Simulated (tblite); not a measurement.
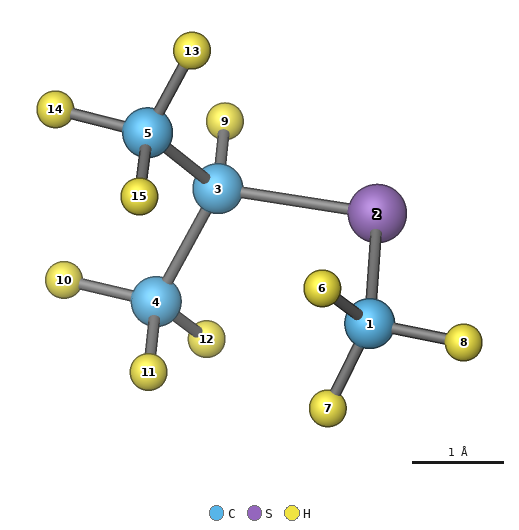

The starting structure (ball-and-stick view, seen at a tilt; atoms are numbered from 1 in the order of the input).

# Geometry relaxation of C$_{4}$H$_{10}$S

System: C$_{4}$H$_{10}$S, SMILES CSC(C)C.
Method: GFN1-xTB, R-SCC (tblite 0.8.0).

The geometry comes from this level: PBE0-D4/def2-TZVP.

**What the program printed**
```
step      energy/Eh       max grad     grad norm
   0    -17.551616253    7.946e-03    1.765e-02
   1    -17.551833190    3.539e-03    7.793e-03
   2    -17.551902387    2.345e-03    4.289e-03
   3    -17.551925409    1.735e-03    3.892e-03
   4    -17.551955954    1.085e-03    3.112e-03
   5    -17.551968581    1.027e-03    2.438e-03
   6    -17.551977815    8.867e-04    2.122e-03
   7    -17.551985665    6.769e-04    2.073e-03
   8    -17.551992781    7.248e-04    1.809e-03
   9    -17.551997201    4.228e-04    1.372e-03
  10    -17.551999951    3.971e-04    1.151e-03
  11    -17.552002210    3.637e-04    1.084e-03
  12    -17.552004054    3.586e-04    9.258e-04
  13    -17.552005213    2.959e-04    7.251e-04
  14    -17.552006045    2.793e-04    6.908e-04
  15    -17.552007018    2.847e-04    8.115e-04
  16    -17.552008327    4.232e-04    9.384e-04
  17    -17.552009743    5.023e-04    8.962e-04
  18    -17.552010922    3.729e-04    7.449e-04
  19    -17.552011826    2.390e-04    6.769e-04
  20    -17.552012624    2.842e-04    6.747e-04
  21    -17.552013362    2.587e-04    6.381e-04
  22    -17.552014004    2.361e-04    5.780e-04
  23    -17.552014585    2.378e-04    5.674e-04
  24    -17.552015174    2.126e-04    6.031e-04
  25    -17.552015820    2.166e-04    6.487e-04
  26    -17.552016617    2.545e-04    7.342e-04
  27    -17.552017808    4.081e-04    9.273e-04
  28    -17.552019682    5.348e-04    1.186e-03
  29    -17.552022453    5.283e-04    1.323e-03
  30    -17.552024851    5.009e-04    1.019e-03
  31    -17.552025986    2.682e-04    5.482e-04
  32    -17.552026371    1.481e-04    3.989e-04
  33    -17.552026642    1.761e-04    4.205e-04
  34    -17.552027005    1.919e-04    4.652e-04
  35    -17.552027376    2.115e-04    4.320e-04
  36    -17.552027661    1.354e-04    3.606e-04
  37    -17.552027883    1.385e-04    3.580e-04
  38    -17.552028144    1.314e-04    4.087e-04
  39    -17.552028465    1.461e-04    4.270e-04
  40    -17.552028746    1.355e-04    3.524e-04
  41    -17.552028928    8.862e-05    2.884e-04
  42    -17.552029078    8.972e-05    3.074e-04
  43    -17.552029284    1.601e-04    3.703e-04
  44    -17.552029550    1.832e-04    3.848e-04
  45    -17.552029765    1.132e-04    2.811e-04
  46    -17.552029866    6.448e-05    1.822e-04
  47    -17.552029918    7.820e-05    1.673e-04
  48    -17.552029971    7.631e-05    1.742e-04
  49    -17.552030028    5.346e-05    1.499e-04
  50    -17.552030059    3.080e-05    8.737e-05
  51    -17.552030069    1.953e-05    5.597e-05
converged: True - Optimization terminated successfully.
final geometry (angstrom)
C     -1.875604    -0.794512     0.410810
S     -0.416630    -0.728689     1.486319
C      0.819083     0.102634     0.440832
C      1.174412    -0.709910    -0.802282
C      0.414557     1.530277     0.080338
H     -2.225535     0.200078     0.138565
H     -1.690100    -1.375157    -0.491515
H     -2.645593    -1.290923     0.997519
H      1.696959     0.141854     1.097009
H      2.024437    -0.256660    -1.315404
H      0.334448    -0.746868    -1.496509
H      1.438026    -1.728747    -0.519415
H      0.144377     2.080495     0.981337
H      1.245236     2.042592    -0.408308
H     -0.438053     1.533526    -0.599295
Total energy: -477.61506530 eV
  MO   occupation   energy/eV
  12     2.0000     -13.5769
  13     2.0000     -13.1559
  14     2.0000     -12.7121
  15     2.0000     -12.3410
  16     2.0000     -10.5324
  17     0.0000      -4.9410
  18     0.0000      -4.1822
  19     0.0000      -3.4138
  20     0.0000      -3.3578
|mu|: 1.3235 D, components -0.0369 0.4768 -1.2341
Charges: C1=-0.0239 S2=-0.1374 C3=+0.0544 C4=-0.0957 C5=-0.0957 H6=+0.0256 H7=+0.0257 H8=+0.0359 H9=+0.0274 H10=+0.0305 H11=+0.0295 H12=+0.0319 H13=+0.0319 H14=+0.0305 H15=+0.0295
```

**Trajectory as extended XYZ (Å, eV, eV/Å), 7 of the 52 frames kept, from step=0 to step=51**
```
15
Properties=species:S:1:pos:R:3:forces:R:3 step=0 energy=-477.60381
C    -1.8692   -0.7911    0.4092   -0.3924  -0.0654  -0.1727
S    -0.4283   -0.7315    1.4812    0.2111  -0.0021   0.1836
C     0.8073    0.1001    0.4363    0.0651  -0.1198   0.3616
C     1.1773   -0.7109   -0.7932    0.0191  -0.0554  -0.4086
C     0.4175    1.5260    0.0883   -0.0996   0.2957  -0.2703
H    -2.2222    0.2054    0.1407    0.0269  -0.0495  -0.0387
H    -1.6859   -1.3768   -0.4925   -0.0120   0.0673   0.0080
H    -2.6508   -1.2869    0.9860    0.0596   0.0239  -0.0082
H     1.6707    0.1279    1.1100    0.1064   0.0395  -0.0095
H     2.0030   -0.2325   -1.3285   -0.0107  -0.0272   0.0793
H     0.3371   -0.7794   -1.4888    0.0072   0.0007   0.0667
H     1.4796   -1.7234   -0.5225   -0.0223   0.0578   0.0704
H     0.1783    2.1002    0.9843    0.0279  -0.0887   0.0124
H     1.2372    2.0255   -0.4368   -0.0066  -0.0392   0.0743
H    -0.4517    1.5475   -0.5738    0.0203  -0.0377   0.0517
15
Properties=species:S:1:pos:R:3:forces:R:3 step=8 energy=-477.61406
C    -1.8802   -0.7940    0.4069   -0.0259   0.0030  -0.0295
S    -0.4253   -0.7321    1.4851    0.0373   0.0068   0.0148
C     0.8144    0.0996    0.4436   -0.0160  -0.0052  -0.0004
C     1.1763   -0.7091   -0.7998    0.0125  -0.0200  -0.0133
C     0.4163    1.5286    0.0820   -0.0032   0.0265   0.0051
H    -2.2243    0.2024    0.1334   -0.0159  -0.0025   0.0075
H    -1.6906   -1.3717   -0.4966   -0.0127  -0.0119   0.0039
H    -2.6552   -1.2896    0.9889    0.0206   0.0118  -0.0128
H     1.6890    0.1362    1.1045    0.0049   0.0068  -0.0131
H     2.0071   -0.2332   -1.3243   -0.0055  -0.0046  -0.0019
H     0.3311   -0.7775   -1.4860    0.0086   0.0192   0.0186
H     1.4756   -1.7177   -0.5161   -0.0089  -0.0084   0.0078
H     0.1796    2.0909    0.9848   -0.0098  -0.0047   0.0092
H     1.2412    2.0255   -0.4323   -0.0073   0.0009   0.0001
H    -0.4550    1.5415   -0.5741    0.0213  -0.0178   0.0041
15
Properties=species:S:1:pos:R:3:forces:R:3 step=17 energy=-477.61452
C    -1.8799   -0.7929    0.4042   -0.0155  -0.0038  -0.0039
S    -0.4237   -0.7305    1.4826    0.0258   0.0033   0.0139
C     0.8180    0.1009    0.4435   -0.0099  -0.0009  -0.0059
C     1.1773   -0.7101   -0.7994    0.0020  -0.0020  -0.0032
C     0.4168    1.5295    0.0832    0.0000   0.0043  -0.0008
H    -2.2294    0.2023    0.1331    0.0048  -0.0024  -0.0065
H    -1.6949   -1.3742   -0.4978    0.0016   0.0079  -0.0025
H    -2.6515   -1.2887    0.9894   -0.0001  -0.0023   0.0054
H     1.6945    0.1391    1.1018   -0.0081  -0.0031   0.0008
H     2.0091   -0.2379   -1.3254    0.0014  -0.0090   0.0013
H     0.3302   -0.7722   -1.4833    0.0070   0.0024   0.0045
H     1.4707   -1.7203   -0.5138   -0.0087   0.0050  -0.0047
H     0.1749    2.0884    0.9871   -0.0051  -0.0044  -0.0086
H     1.2402    2.0300   -0.4299   -0.0033   0.0051   0.0067
H    -0.4523    1.5365   -0.5754    0.0080  -0.0002   0.0035
15
Properties=species:S:1:pos:R:3:forces:R:3 step=26 energy=-477.61470
C    -1.8789   -0.7932    0.4056   -0.0074   0.0005  -0.0075
S    -0.4213   -0.7293    1.4822    0.0129   0.0016   0.0073
C     0.8193    0.1020    0.4420   -0.0009   0.0000  -0.0006
C     1.1777   -0.7107   -0.8003   -0.0053   0.0018   0.0028
C     0.4167    1.5308    0.0829   -0.0027  -0.0055  -0.0001
H    -2.2290    0.2009    0.1322   -0.0016   0.0121   0.0083
H    -1.6951   -1.3727   -0.4975    0.0070  -0.0131  -0.0016
H    -2.6489   -1.2893    0.9925   -0.0030  -0.0010  -0.0006
H     1.6946    0.1393    1.1016    0.0043   0.0026  -0.0030
H     2.0139   -0.2455   -1.3258   -0.0049  -0.0029   0.0086
H     0.3306   -0.7672   -1.4846    0.0065   0.0012  -0.0065
H     1.4627   -1.7231   -0.5140   -0.0050   0.0063  -0.0029
H     0.1671    2.0861    0.9870   -0.0010  -0.0043  -0.0072
H     1.2400    2.0371   -0.4246   -0.0037  -0.0063   0.0072
H    -0.4495    1.5349   -0.5793    0.0047   0.0069  -0.0041
15
Properties=species:S:1:pos:R:3:forces:R:3 step=34 energy=-477.61499
C    -1.8760   -0.7937    0.4089   -0.0099  -0.0010  -0.0059
S    -0.4173   -0.7286    1.4848    0.0043   0.0012   0.0011
C     0.8190    0.1030    0.4396   -0.0044  -0.0018   0.0011
C     1.1752   -0.7114   -0.8020    0.0006  -0.0028  -0.0026
C     0.4143    1.5312    0.0816   -0.0015   0.0037  -0.0001
H    -2.2256    0.2013    0.1368    0.0020  -0.0073   0.0006
H    -1.6903   -1.3744   -0.4936   -0.0021   0.0047   0.0055
H    -2.6470   -1.2901    0.9949    0.0080   0.0030  -0.0010
H     1.6968    0.1423    1.0957    0.0030  -0.0006   0.0042
H     2.0218   -0.2567   -1.3196   -0.0011   0.0042   0.0039
H     0.3339   -0.7565   -1.4941    0.0001   0.0039   0.0016
H     1.4450   -1.7275   -0.5148   -0.0014  -0.0006  -0.0044
H     0.1511    2.0802    0.9855   -0.0022   0.0023  -0.0033
H     1.2420    2.0439   -0.4117    0.0021  -0.0056   0.0001
H    -0.4431    1.5370   -0.5920    0.0026  -0.0032  -0.0009
15
Properties=species:S:1:pos:R:3:forces:R:3 step=42 energy=-477.61504
C    -1.8753   -0.7940    0.4098   -0.0042  -0.0007  -0.0017
S    -0.4166   -0.7285    1.4856   -0.0014  -0.0023   0.0044
C     0.8190    0.1028    0.4402   -0.0037  -0.0021   0.0022
C     1.1744   -0.7110   -0.8021    0.0011   0.0021  -0.0009
C     0.4140    1.5307    0.0811    0.0019   0.0000  -0.0018
H    -2.2252    0.2007    0.1373   -0.0003  -0.0027   0.0033
H    -1.6900   -1.3744   -0.4928   -0.0007  -0.0009   0.0042
H    -2.6451   -1.2905    0.9970    0.0001   0.0016  -0.0038
H     1.6972    0.1424    1.0959   -0.0006  -0.0008   0.0014
H     2.0233   -0.2568   -1.3163    0.0015  -0.0008  -0.0033
H     0.3342   -0.7513   -1.4959    0.0009   0.0040   0.0014
H     1.4403   -1.7290   -0.5178   -0.0002   0.0046   0.0002
H     0.1462    2.0807    0.9831    0.0025  -0.0029  -0.0027
H     1.2440    2.0426   -0.4090    0.0000   0.0034  -0.0018
H    -0.4404    1.5354   -0.5963    0.0031  -0.0025  -0.0011
15
Properties=species:S:1:pos:R:3:forces:R:3 step=51 energy=-477.61507
C    -1.8756   -0.7945    0.4108   -0.0010  -0.0004  -0.0001
S    -0.4166   -0.7287    1.4863   -0.0008  -0.0001  -0.0003
C     0.8191    0.1026    0.4408   -0.0005  -0.0003   0.0003
C     1.1744   -0.7099   -0.8023    0.0004   0.0000   0.0002
C     0.4146    1.5303    0.0803    0.0004   0.0001   0.0003
H    -2.2255    0.2001    0.1386   -0.0004  -0.0001   0.0001
H    -1.6901   -1.3752   -0.4915   -0.0004  -0.0004   0.0000
H    -2.6456   -1.2909    0.9975   -0.0003  -0.0005   0.0010
H     1.6970    0.1419    1.0970    0.0001   0.0004  -0.0008
H     2.0244   -0.2567   -1.3154    0.0006  -0.0002  -0.0001
H     0.3345   -0.7469   -1.4965    0.0007  -0.0001  -0.0003
H     1.4380   -1.7288   -0.5194    0.0004  -0.0004  -0.0004
H     0.1444    2.0805    0.9813    0.0002   0.0008   0.0000
H     1.2452    2.0426   -0.4083    0.0004   0.0005   0.0000
H    -0.4380    1.5335   -0.5993    0.0004   0.0007   0.0001
```

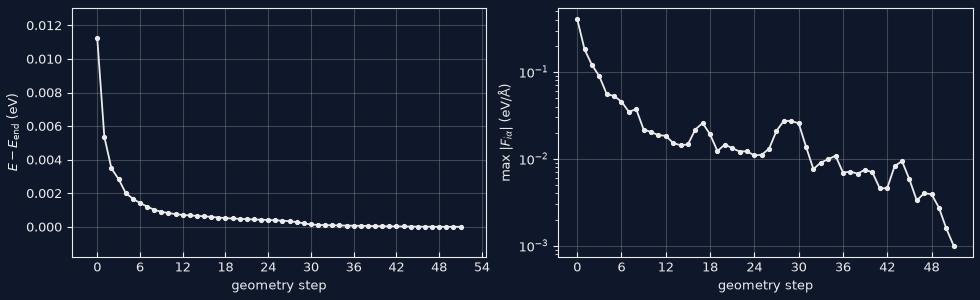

Progress of the relaxation, step by step (steps are counted from 0).

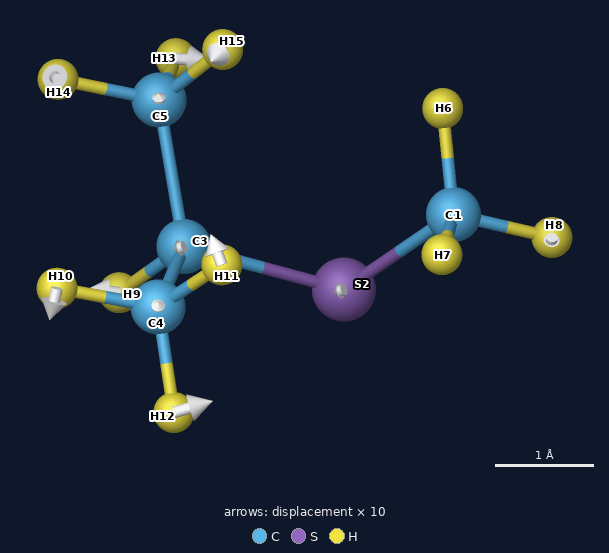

The starting structure with the displacements as white arrows, magnified 10 times (ball-and-stick view, seen at a tilt). The two geometries are laid on each other by the best rigid fit. The largest move after the best rigid fit is that of H12, 0.042 Å. By element the largest moves are H 0.042 Å, S 0.013 Å, C 0.013 Å. Among the contacts that change: C1–S2 1.797 → 1.814 Å, C3–C4 1.519 → 1.527 Å. The energy falls by 0.011 eV in 51 geometry steps. Largest force component: 0.41 eV/Å at the start, 0.001 eV/Å at the end. (Atoms are counted from 1 in the order of the input.)

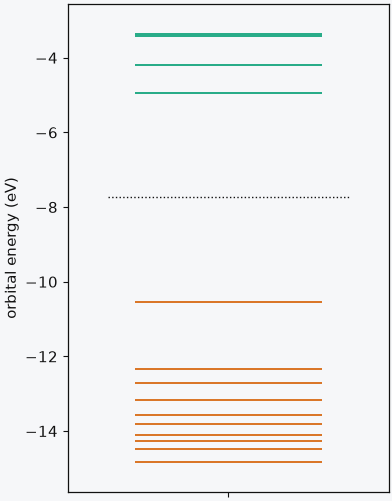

Orbital energies near the frontier; the dotted line parts filled from empty levels, and levels within 0.02 eV of each other stand side by side. Highest filled −10.53 eV, lowest empty −4.94 eV, 5.59 eV apart.

The run was set up as follows.

**Input (job.py)**
```python
import json
import numpy as np
from tblite.interface import Calculator
from tblite.interface import symbols_to_numbers
from scipy.optimize import minimize

symbols = list(map(str, np.loadtxt("geom.xyz", skiprows=2, usecols=0, dtype=str, ndmin=1)))
numbers = np.array(symbols_to_numbers(symbols))
positions = np.loadtxt("geom.xyz", skiprows=2, usecols=(1, 2, 3), ndmin=2) / 0.52917721

xtb = Calculator("GFN1-xTB", numbers, positions, charge=0, uhf=0)
xtb.set("verbosity", 0)
xtb.set("accuracy", 0.01)
last, frames, energies, grads = [None], [], [], []

def fun(x):
    xtb.update(x.reshape(-1, 3))
    last[0] = xtb.singlepoint(last[0])
    return float(last[0].get('energy')), last[0].get('gradient').ravel()

def show(x):
    e, g = fun(x)
    frames.append(x.reshape(-1, 3).tolist())
    energies.append(e)
    grads.append(g.reshape(-1, 3).tolist())
    print(f"{len(energies) - 1:4d} {e:16.9f} {np.abs(g).max():12.3e} {np.linalg.norm(g):12.3e}")

print("step      energy/Eh       max grad     grad norm")
show(positions.ravel())
opt = minimize(fun, positions.ravel(), jac=True, method="BFGS", callback=show, options={"gtol": 3e-05, "maxiter": 500})
print("converged:", opt.success, "-", opt.message)
fun(opt.x)
res = last[0]
final = opt.x.reshape(-1, 3)
print("final geometry (angstrom)")
for s, p in zip(symbols, final * 0.529177210903):
    print(f"{s:<2} {p[0]:12.6f} {p[1]:12.6f} {p[2]:12.6f}")
print(f"Total energy: {res.get('energy') * 27.211386:.8f} eV")
eps = np.atleast_2d(res.get("orbital-energies")) * 27.211386
occ = np.atleast_2d(res.get("orbital-occupations"))
filled = occ.sum(axis=0) if eps.shape[0] == 1 else occ[0]
homo = np.nonzero(filled > 0.5)[0].max()
print("  MO   occupation   energy/eV")
for i in range(max(0, homo - 4), min(eps.shape[1], homo + 5)):
    print(f"{i + 1:4d} {filled[i]:10.4f} {eps[0, i]:12.4f}")
mu = res.get("dipole") * 2.541746
print(f"|mu|: {np.linalg.norm(mu):.4f} D, components " + " ".join(f"{c:.4f}" for c in mu))
q = res.get("charges")
print("Charges:", " ".join(f"{s}{i + 1}={c:+.4f}" for i, (s, c) in enumerate(zip(symbols, q))))
out = {k: np.asarray(res.get(k)).tolist() for k in ("energy", "gradient", "charges", "dipole", "orbital-energies", "orbital-occupations")}
out.update(symbols=symbols, positions=(positions * 0.529177210903).tolist(), final=final.tolist(), frames=frames, step_energies=energies, grads=grads, success=bool(opt.success))
json.dump(out, open("results.json", "w"))
```

**File geom.xyz**
```
15

C     -1.869160    -0.791070     0.409210
S     -0.428270    -0.731540     1.481200
C      0.807260     0.100050     0.436330
C      1.177310    -0.710950    -0.793200
C      0.417530     1.526010     0.088350
H     -2.222190     0.205440     0.140690
H     -1.685860    -1.376850    -0.492490
H     -2.650760    -1.286910     0.985970
H      1.670670     0.127880     1.109990
H      2.003000    -0.232500    -1.328500
H      0.337080    -0.779420    -1.488800
H      1.479560    -1.723430    -0.522520
H      0.178340     2.100250     0.984340
H      1.237250     2.025520    -0.436770
H     -0.451740     1.547510    -0.573800
```

Launched with:
```bash
python job.py
```

**Summary**

| quantity | value |
| --- | --- |
| outcome | converged |
| total energy | −17.552030 hartree |
| basis functions | 45 |
| largest force | 0.001 eV/Å |
| HOMO | −10.53 eV |
| LUMO | −4.94 eV |
| dipole moment | 1.32 D |
| hardware | 1 thread of Arm Neoverse V1, 24 GiB of memory available, shared host |
| wall time | 1.1 s |
| peak memory | 0.087 GiB |
